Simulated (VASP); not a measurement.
Consider the following.

```
MnS
1.0
    5.03597     2.51221     2.51221
    2.51221     5.03597     2.51221
    2.51221     2.51221     5.03597
Mn S
2 2
Direct
  0.00000   0.00000   0.00000
  0.50000   0.50000   0.50000
  0.25000   0.25000   0.25000
  0.75000   0.75000   0.75000
```
Starting moments (μB, in the order of the record's atoms Mn Mn S S): 4.0 -4.0 0.0 0.0.

Level of theory: AM05 GGA, VASP's PBE PAW potentials (set 64) (plane waves; VASP 6.6.1). Run with 520 eV cut-off, 8×8×8 Γ-centred mesh, tetrahedra with Blöchl corrections, potentials Mn_pv S.

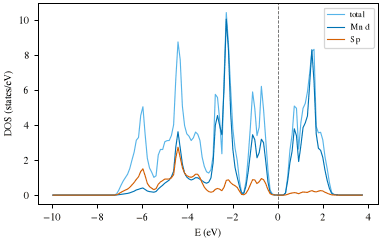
Total and projected density of states, zero at the valence-band maximum

Within 2 eV below the valence-band maximum the largest weight inside VASP's projection spheres is Mn d, then S p.

The gap is indirect, 0.32 eV, from the valence maximum at T to the conduction minimum at L.

The compound is MnS in the rock salt, AFM-II order structure. It was relaxed first, which changed the volume by -10 %.
